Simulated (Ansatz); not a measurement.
**HS2 (SMILES S=[SH+]) (charge +1, triplet): density, localisation and related maps**

Input file:

```
crystal:
  periodic: [false, false, false]
  atoms:
    - {symbol: S, position_ang: [1.512599, -0.810118, -0.264817]}
    - {symbol: S, position_ang: [-0.253111, 0.002842, 0.198954]}
    - {symbol: H, position_ang: [0.151813, 1.307746, 0.183983]}
basis:
  gaussian: {orbitals: def2-TZVPD}
total_charge: 1
magnetization: {spin_polarized: true, initial_magnetization: 2}
hamiltonian: {xc: pbe0}
output: {forces: true, orbitals: {seedname: orbitals}}
```

Command:

```sh
ansatz run input.yaml --threads 1 --pin off --max-ram 2610MiB --events-out events.jsonl --progress --plain --runs-dir runs
```

Geometry: B3LYP/6-31G*.

Theory: isolated molecule in a Gaussian basis; Kohn-Sham density functional theory, functional PBE0 (Ansatz).

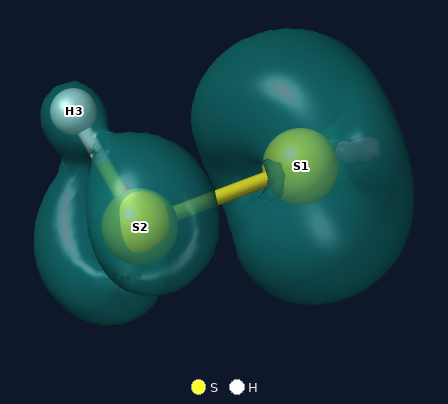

Figure 1. Isosurfaces of the spin density (α minus β) at +0.05 (teal) and −0.05 e/Å³ (pink), seen at a tilt.

Q: Describe the spin distribution.

A: The unpaired spin (2 electrons) lies mostly on S1 (about 1.4) and S2 (about 0.5), in electrons by Hirshfeld's partition.

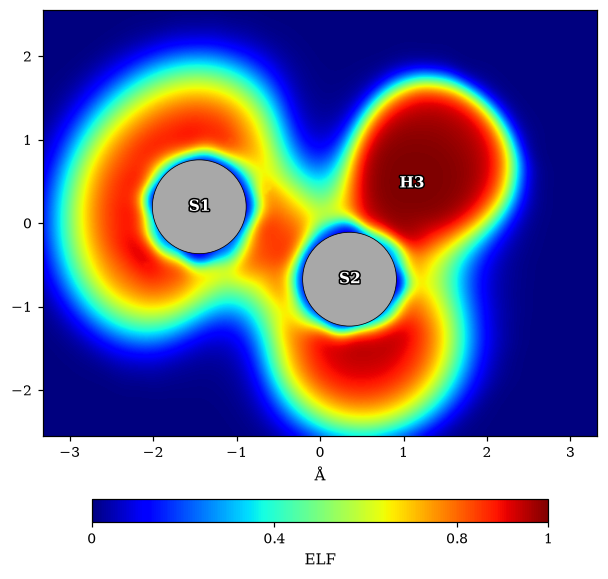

Figure 2. ELF on the molecular plane. Grey discs cover the atomic cores.

Q: What does the map show?

A: Atoms in the plane: S and H.
S–S (2.00 Å): the ELF peaks at about 0.85 between the atoms (localised, covalent bonding).
S–H (1.37 Å): the ELF climbs to about 1 towards the hydrogen, as it does in any bond to H (a covalent bond by its length).
The ELF also peaks beside S2 and S1, away from the bonds: non-bonding electrons, paired or unpaired.

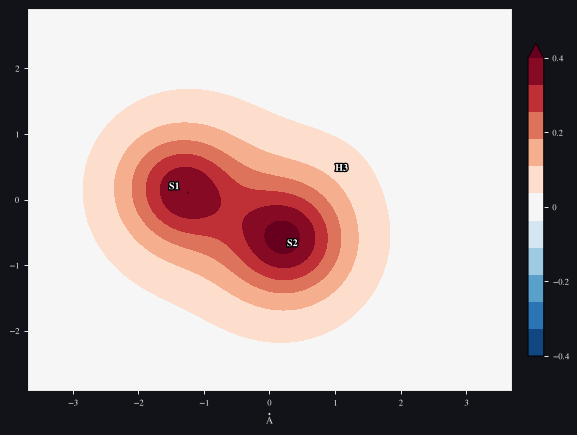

Figure 3. The HOMO (β) on a plane 0.8 Å above the molecular plane (values in Å⁻³ᐟ²; the overall sign is arbitrary).

Q: Where does this orbital lie, and at what energy?

A: By Hirshfeld shares it lies mainly on S2 (about 50 %) and S1 (about 45 %); it changes sign across the molecular plane (π type); π-bonding across S1–S2. Its energy is −16.15 eV.

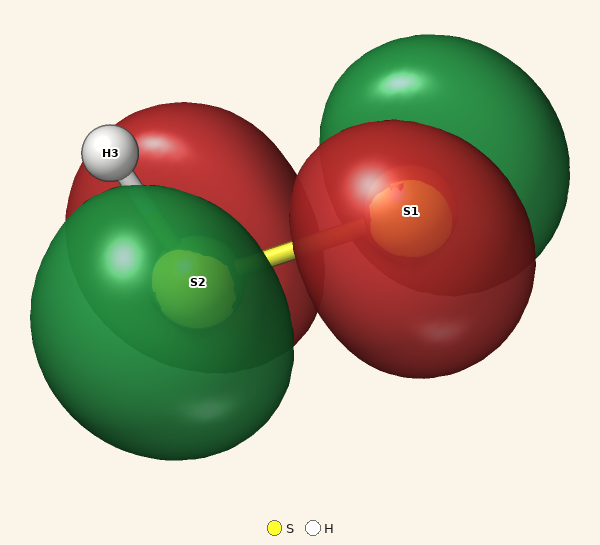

Figure 4. One frontier orbital at ±0.1 Å⁻³ᐟ² (green and red are the two phases), seen at a tilt.

Q: Which orbital is it: HOMO (α) or LUMO (α)?

A: The HOMO (α), at −14.61 eV. It lies mainly on S2 (about 55 %) and S1 (about 45 %); it changes sign across the molecular plane (π type); π-antibonding (a node) across S1–S2.
